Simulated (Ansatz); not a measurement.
# BHBr (SMILES [BH]Br): the energy, rung by rung

BHBr has 3 atoms, charge 0, and is taken as a doublet. SMILES: `[BH]Br`. The coordinates come from a PBE0-D4/def2-TZVP relaxation.

| atom | x (Å) | y (Å) | z (Å) |
| --- | --- | --- | --- |
| B | -0.0945 | -0.5230 | -0.1157 |
| Br | 1.1810 | 0.5632 | 0.7098 |
| H | -1.0974 | -0.1050 | -0.6073 |

Each level gives the energy change with the B1–H3 bond stretched from 1.193 to 2.981 Å (eV). The values are calculated.

```json
{"level": "UHF/STO-3G", "kind": "Hartree–Fock", "program": "Ansatz", "value (eV)": "4.28", "less FCI/STO-3G": "+0.36", "CPU time (all runs)": "0.65 s"}
{"level": "UBLYP/STO-3G", "kind": "GGA", "program": "Ansatz", "value (eV)": "4.45", "less FCI/STO-3G": "+0.53", "CPU time (all runs)": "3.3 s"}
{"level": "U-r2SCAN/STO-3G", "kind": "meta-GGA", "program": "Ansatz", "value (eV)": "4.68", "less FCI/STO-3G": "+0.76", "CPU time (all runs)": "11 s"}
{"level": "UB3LYP/STO-3G", "kind": "global hybrid", "program": "Ansatz", "value (eV)": "4.60", "less FCI/STO-3G": "+0.68", "CPU time (all runs)": "3.7 s"}
{"level": "UCAM-B3LYP/STO-3G", "kind": "range-separated hybrid", "program": "Ansatz", "value (eV)": "4.72", "less FCI/STO-3G": "+0.80", "CPU time (all runs)": "4.7 s"}
{"level": "UMP2/STO-3G", "kind": "perturbation theory", "program": "Ansatz", "value (eV)": "4.34", "less FCI/STO-3G": "+0.42", "CPU time (all runs)": "0.99 s"}
{"level": "UCCSD(T)/STO-3G", "kind": "coupled cluster or CI", "program": "Ansatz", "value (eV)": "3.92", "less FCI/STO-3G": "0.00", "CPU time (all runs)": "1.6 s"}
{"level": "FCI/STO-3G", "kind": "exact in the basis", "program": "Ansatz", "value (eV)": "3.92", "less FCI/STO-3G": "0.00", "CPU time (all runs)": "3.5 s"}
```

FCI/STO-3G is exact within its basis and frozen core, so for wave-function methods in that basis the difference is their error; functionals converge differently with the basis, so for them it is only a difference. All-electron rows without a relativistic Hamiltonian named are non-relativistic. The first shape isn't each level's own minimum. The values span 3.92 to 4.72 eV. Spin contamination of the reference (⟨S²⟩ at least 0.1 too high) touches UHF/STO-3G, U-r2SCAN/STO-3G, UMP2/STO-3G, UCCSD(T)/STO-3G. All rows use very small basis sets, so none should be taken for the real molecule's value. In the correlated wave-function rows the outer d shell of Br is correlated, in sets not made for it. In so small a basis fixed costs decide the times, and correlated methods can beat functionals. CPU times are rough (shared hosts, several kinds of processor and program).

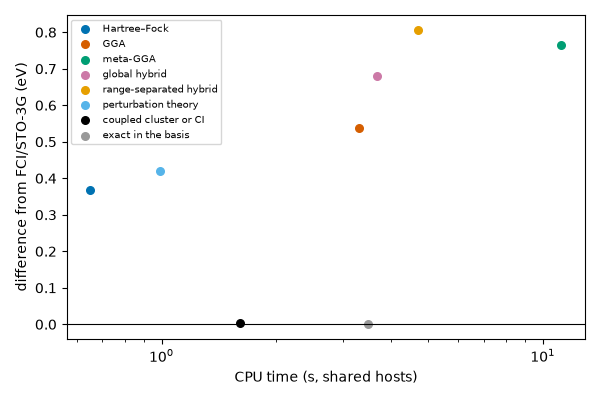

Difference from FCI/STO-3G against processor time, one point a level.
